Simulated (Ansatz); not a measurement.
Input file:

```
basis:
  gaussian:
    orbitals: def2-TZVPD
crystal:
  periodic: [false, false, false]
  atoms:
    - symbol: F
      position_ang: [1.798580, 0.340094, 0.378147]
    - symbol: Ge
      position_ang: [0.305551, -0.564096, 0.321800]
    - symbol: N
      position_ang: [0.684878, -1.981210, 1.392747]
    - symbol: N
      position_ang: [-0.922793, 0.713504, 0.718849]
    - symbol: N
      position_ang: [-0.159602, -1.240968, -1.277083]
    - symbol: H
      position_ang: [1.218334, -1.755394, 2.226770]
    - symbol: H
      position_ang: [-0.098373, -2.579469, 1.636230]
    - symbol: H
      position_ang: [-0.645433, 1.360788, 1.450435]
    - symbol: H
      position_ang: [-1.868752, 0.386322, 0.888476]
    - symbol: H
      position_ang: [-0.399585, -0.568175, -1.997294]
    - symbol: H
      position_ang: [0.437076, -1.974001, -1.645294]
output:
  forces: true
  orbitals: {seedname: orbitals}
hamiltonian:
  xc: {name: PBE0}
```

Launched as:

```sh
ansatz run input.yaml --threads 2 --pin off --max-ram 5220MiB --events-out events.jsonl --progress --plain --runs-dir runs
```

Geometry: PBE0-D4/def2-SVP.

All numbers below come from Ansatz 0.2.0, isolated molecule in a Gaussian basis; Kohn-Sham density functional theory, functional PBE0.

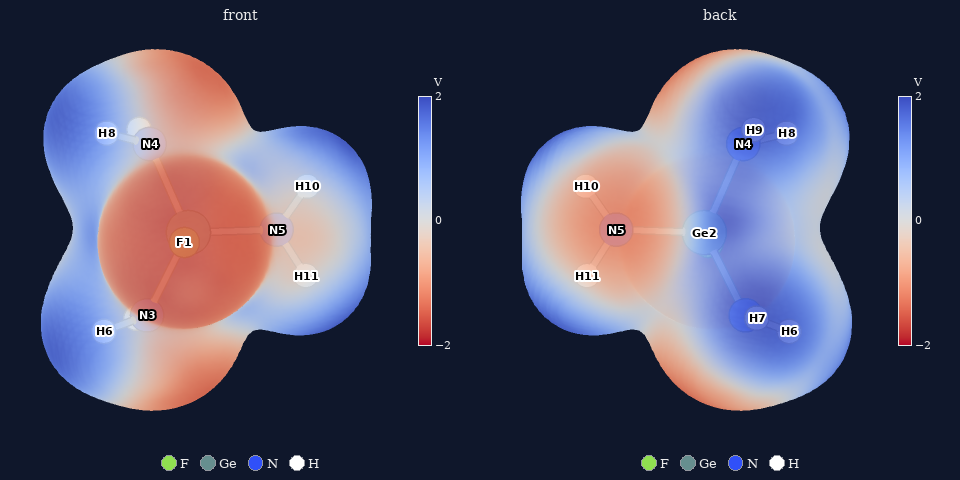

FGeH$_{6}$N$_{3}$ (SMILES [NH2][Ge]([NH2])([NH2])[F]). The molecular electrostatic potential painted on the density surface at 0.002 e/bohr³, seen from the front and from behind; the colour scale runs from red (negative) to blue (positive).

Question: Describe the electrostatic potential map.

Answer: The most negative region (about −1.5 V) lies over F1, the most positive (about +1.8 V) over H7, H9 and H10.

Question: What dipole moment does the calculation give?

Answer: Its dipole moment is 2.50 D.
